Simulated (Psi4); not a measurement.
# UMP2/6-31G(d) (spherical functions) run of Si2NH5F (SMILES F[SiH2]N[SiH2])

What is the vertical doublet–quartet gap of Si2NH5F at UMP2/6-31G* (spherical functions)? 

Program for the calculation: Psi4 1.11.

4 further runs of the same task are left out: 4 set aside as unsound or not needed. Runs told in other sessions of the task aren't counted.

## 1. The molecule

The species is Si2NH5F (9 atoms), meant as a doublet with charge 0. As SMILES, `F[SiH2]N[SiH2]`. The coordinates come from a PBE0-D4/def2-TZVP relaxation. This is one conformer, not always the lowest.

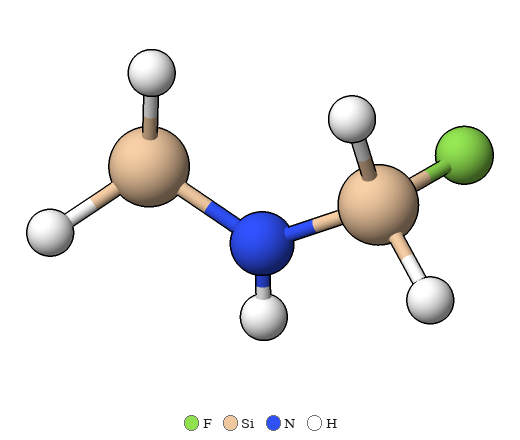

The structure, seen from a chosen angle (fluorine green, silicon light orange, nitrogen blue, hydrogen white).

## 2. The energy at UMP2/6-31G(d) (spherical functions)

File fh5nsi2.dat:

```
memory 2200 mb

molecule {
  0 2
  F     -1.778200     1.208900    -1.181800
  Si    -0.288000     1.123600    -0.604900
  N      0.241500    -0.491400    -0.403000
  Si     0.023600    -1.533600     0.967900
  H      0.576300     1.799100    -1.598800
  H     -0.302800     1.779800     0.718800
  H      0.600400    -0.942200    -1.234500
  H     -0.246300    -0.650000     2.136200
  H      1.261800    -2.340700     1.182700
  symmetry c1
  no_reorient
  no_com
}

set basis 6-31G*
set reference uhf
set puream true
set e_convergence 1e-09
set d_convergence 1e-08
set scf_type pk
set num_frozen_docc 12
set mp2_type conv
set maxiter 100

energy("mp2")
```

Started as:

```bash
$ psi4 -i fh5nsi2.dat -o fh5nsi2.out -n 1
```

fh5nsi2.out:

```text
[...]
  Running in c1 symmetry.
[...]
  Nuclear repulsion =  217.045251544568430
[...]
  Multiplicity = 2
[...]
  Nalpha       = 25
  Nbeta        = 24
[...]
    Number of basis functions: 74
[...]
   @UHF iter   1:  -734.58494024170591   -8.65655e-01   6.38707e-03 DIIS/ADIIS
[...]
   @UHF iter  14:  -734.69724891061480   -2.16005e-12   4.07252e-09 DIIS
[...]
   @S^2 Observed:                7.532544678E-01
[...]
    Orbital Energies [Eh]
    ---------------------
    Alpha Occupied:
       1A    -68.816176     2A    -68.784906     3A    -26.273209
       4A    -15.554988     5A     -6.168863     6A     -6.145825
       7A     -4.276117     8A     -4.275066     9A     -4.274720
      10A     -4.256555    11A     -4.248465    12A     -4.247989
      13A     -1.570989    14A     -1.152609    15A     -0.766180
      16A     -0.729688    17A     -0.665641    18A     -0.652178
      19A     -0.650395    20A     -0.587139    21A     -0.524449
      22A     -0.494925    23A     -0.480124    24A     -0.467221
      25A     -0.315419
    Alpha Virtual:
[...]
  @UHF Final Energy:  -734.69724891061480
   => Energetics <=
    Nuclear Repulsion Energy =            217.0452515445684298
    One-Electron Energy =               -1451.2067011296535384
    Two-Electron Energy =                 499.4642006744703622
    Total Energy =                       -734.6972489106148032
  UHF NO Occupations:
  HONO-2 :   23  A 1.9997578
  HONO-1 :   24  A 1.9987528
  HONO-0 :   25  A 1.0000000
  LUNO+0 :   26  A 0.0012472
  LUNO+1 :   27  A 0.0002422
[...]
 Multipole Moments:
 ------------------------------------------------------------------------------------
     Multipole            Electronic (a.u.)      Nuclear  (a.u.)        Total (a.u.)
 ------------------------------------------------------------------------------------
 L = 1.  Multiply by 2.5417464519 to convert [e a0] to [Debye]
 Dipole X            :         31.0417288          -30.4727786            0.5689501
 Dipole Y            :         -2.8765345            2.5441383           -0.3323962
 Dipole Z            :         13.4574990          -13.5508481           -0.0933491
 Magnitude           :                                                    0.6655115
[...]
	SCS-MP2 Total Energy (a.u.)        :  -735.16702891140130
	SOS-MP2 Total Energy (a.u.)        :  -735.12744358680436
	SCSN-MP2 Total Energy (a.u.)       :  -734.90625942448685
[...]
	SOS-PI-MP2 Total Energy (a.u.)     :  -735.19914269950254
[...]
	MP2 Total Energy (a.u.)            :  -735.17450044789700
[...]
```

Run time: 8.1 s. Hardware: 1 thread of Intel Xeon Platinum 8259CL at 2.50GHz (Skylake/Cascade Lake), shared host; peak memory 0.33 GiB.

## 3. The quartet

File fh5nsi2.py:

```python
import psi4

psi4.set_memory(2200000000)
psi4.set_num_threads(1)
psi4.set_output_file('output.dat', False)

geom = psi4.geometry("""
0 4
F     -1.778200     1.208900    -1.181800
Si    -0.288000     1.123600    -0.604900
N      0.241500    -0.491400    -0.403000
Si     0.023600    -1.533600     0.967900
H      0.576300     1.799100    -1.598800
H     -0.302800     1.779800     0.718800
H      0.600400    -0.942200    -1.234500
H     -0.246300    -0.650000     2.136200
H      1.261800    -2.340700     1.182700
symmetry c1
no_reorient
no_com
""")

options = {'basis': '6-31G*', 'reference': 'uhf', 'puream': True, 'e_convergence': 1e-09, 'd_convergence': 1e-08, 'scf_type': 'pk', 'num_frozen_docc': 12, 'mp2_type': 'conv', 'maxiter': 100}
psi4.set_options(options)

e = psi4.energy('mp2', molecule=geom)
print(f'total energy {e:.8f} hartree = {e * 27.211386:.5f} eV')
```

Started as:

```bash
$ python fh5nsi2.py
```

output.dat:

```text
[...]
  Running in c1 symmetry.
[...]
  Nuclear repulsion =  217.045251544568430
[...]
  Multiplicity = 4
[...]
  Nalpha       = 26
  Nbeta        = 23
[...]
    Number of basis functions: 74
[...]
   @UHF iter   1:  -734.15501068489471   -4.35725e-01   7.28888e-03 ADIIS/DIIS
[...]
   @UHF iter  22:  -734.45061657760266   -3.86535e-11   9.97643e-09 DIIS
[...]
   @S^2 Observed:                3.763266167E+00
[...]
    Orbital Energies [Eh]
    ---------------------
    Alpha Occupied:
       1A    -68.863253     2A    -68.786324     3A    -26.311829
       4A    -15.698355     5A     -6.218597     6A     -6.148790
       7A     -4.326140     8A     -4.325057     9A     -4.323268
      10A     -4.259622    11A     -4.253810    12A     -4.250090
      13A     -1.609053    14A     -1.328645    15A     -0.834466
      16A     -0.807350    17A     -0.738191    18A     -0.710807
      19A     -0.688093    20A     -0.662856    21A     -0.628560
      22A     -0.586262    23A     -0.517088    24A     -0.478674
      25A     -0.340391    26A     -0.114255
    Alpha Virtual:
[...]
  @UHF Final Energy:  -734.45061657760266
   => Energetics <=
    Nuclear Repulsion Energy =            217.0452515445684298
    One-Electron Energy =               -1448.9517266523869239
    Two-Electron Energy =                 497.4558585302158917
    Total Energy =                       -734.4506165776026592
  UHF NO Occupations:
  HONO-2 :   24  A 1.0000000
  HONO-1 :   25  A 1.0000000
  HONO-0 :   26  A 1.0000000
  LUNO+0 :   27  A 0.0030763
  LUNO+1 :   28  A 0.0017293
[...]
 Multipole Moments:
 ------------------------------------------------------------------------------------
     Multipole            Electronic (a.u.)      Nuclear  (a.u.)        Total (a.u.)
 ------------------------------------------------------------------------------------
 L = 1.  Multiply by 2.5417464519 to convert [e a0] to [Debye]
 Dipole X            :         31.0806779          -30.4727786            0.6078992
 Dipole Y            :         -1.6865056            2.5441383            0.8576326
 Dipole Z            :         12.7730116          -13.5508481           -0.7778365
 Magnitude           :                                                    1.3077098
[...]
	SCS-MP2 Total Energy (a.u.)        :  -734.88952194839158
	SOS-MP2 Total Energy (a.u.)        :  -734.85138401589381
	SCSN-MP2 Total Energy (a.u.)       :  -734.65198486119061
[...]
	SOS-PI-MP2 Total Energy (a.u.)     :  -734.91817858894240
[...]
	MP2 Total Energy (a.u.)            :  -734.89900324033840
[...]
```

Standard output:

```text
total energy -734.89900324 hartree = -19997.62045 eV
```

Run time: 8.7 s. Hardware: 1 thread of Intel Xeon Platinum 8259CL at 2.50GHz (Skylake/Cascade Lake), shared host; peak memory 0.33 GiB.

## 4. Results

At UMP2/6-31G* (spherical functions), 12 core orbitals frozen:

| quantity | value |
| --- | --- |
| doublet: total energy | -735.17450 Eh |
| doublet: HOMO energy (Hartree–Fock orbitals) (highest over α and β) | -8.58 eV |
| doublet: LUMO energy (Hartree–Fock orbitals) (lowest over α and β) | 1.60 eV |
| doublet: correlation energy (12 core orbitals frozen) | -477.3 mEh |
| doublet: ⟨S²⟩ of the reference determinant | 0.753 |
| quartet: total energy | -734.89900 Eh |
| quartet: HOMO energy (Hartree–Fock orbitals) (highest over α and β) | -3.11 eV |
| quartet: LUMO energy (Hartree–Fock orbitals) (lowest over α and β) | -1.59 eV |
| quartet: correlation energy (12 core orbitals frozen) | -448.4 mEh |
| quartet: ⟨S²⟩ of the reference determinant | 3.763 |
| vertical energy of the quartet above the doublet | 7.497 eV |

In words: At this shape the quartet lies 7.50 eV (723 kJ/mol) above the doublet. With no_com the log's rotational constants are taken about the origin, not the centre of mass, so they aren't the molecule's.
